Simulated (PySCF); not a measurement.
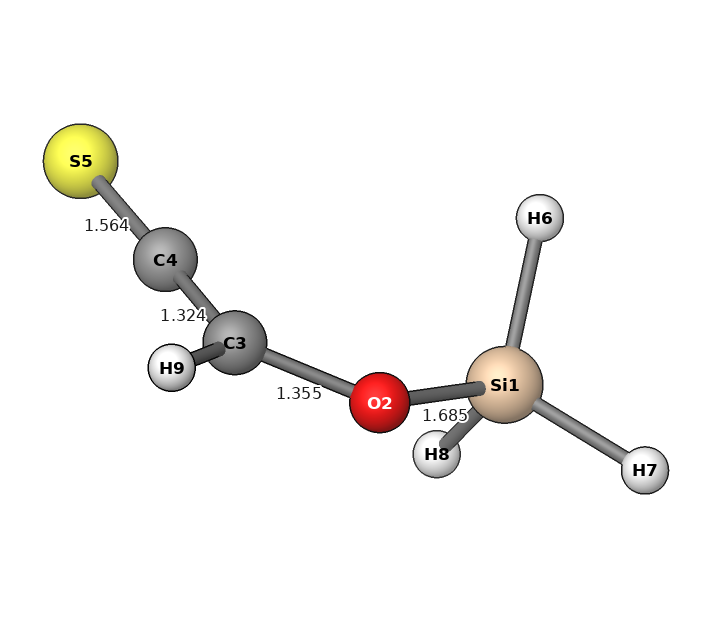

Bond lengths are marked in Å; every bond is drawn as one stick. Computed geometry: PBE0-D3(BJ)/def2-SVP optimisation. No frequency run is at hand to confirm it as a minimum.

Which of the marked bonds are single, double, triple or aromatic?

Answer. Si1–O2 single; O2–C3 single; C3–C4 double; C4–S5 double.

Write the SMILES.

Answer. [SiH3]OC=C=S
